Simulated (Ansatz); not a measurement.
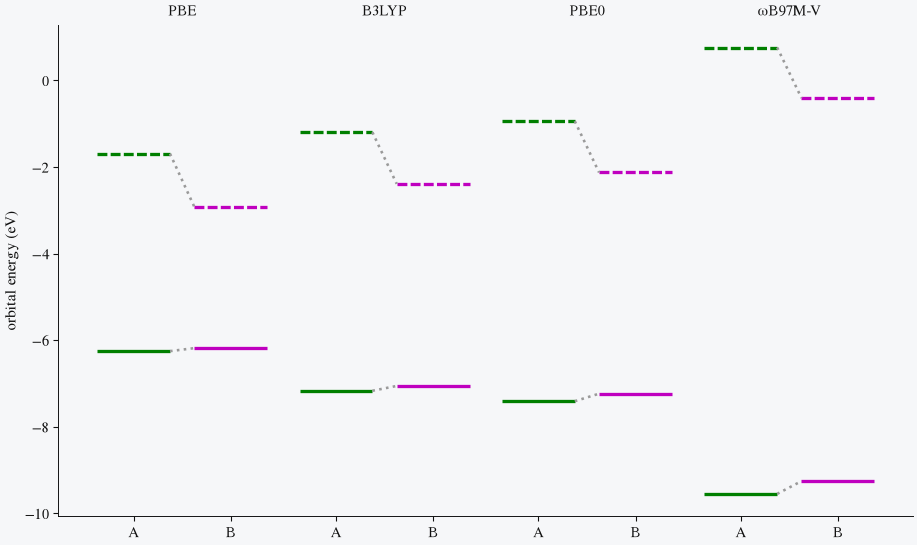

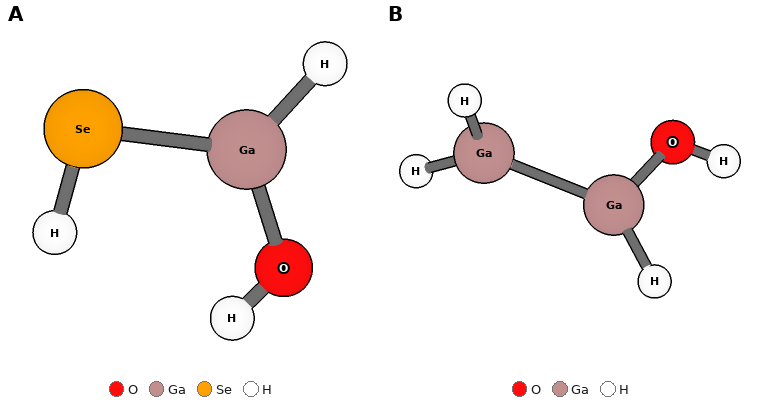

One change: A, GaH₃SeO (SMILES [OH][GaH][SeH]), becomes B, Ga₂H₄O (SMILES [OH][GaH][GaH2]). SeH on Ga is replaced by GaH₂. HOMO (solid) and LUMO (dashed) computed in def2-TZVPP at PBE0-D4/def2-TZVP geometries, both minima by their frequencies, gas phase, the Ansatz code 0.2.0. Empty levels above zero depend strongly on the basis.

Q: What does the change do to HOMO and LUMO?

A: PBE: the HOMO rises by 0.07 eV, the LUMO falls by 1.23 eV, and the separation goes from 4.56 to 3.27 eV. B3LYP: the HOMO rises by 0.11 eV, the LUMO falls by 1.19 eV, and the separation goes from 5.97 to 4.67 eV. PBE0: the HOMO rises by 0.17 eV, the LUMO falls by 1.19 eV, and the separation goes from 6.47 to 5.11 eV. ωB97M-V: the HOMO rises by 0.30 eV, the LUMO falls by 1.17 eV, and the separation goes from 10.31 to 8.85 eV.

Q: Do the functionals agree on the effect?

A: They agree on the direction for both levels; the HOMO shift lies between 0.07 and 0.30 eV and the LUMO shift between −1.23 and −1.17 eV, while the separations themselves differ by up to 5.7 eV between functionals.
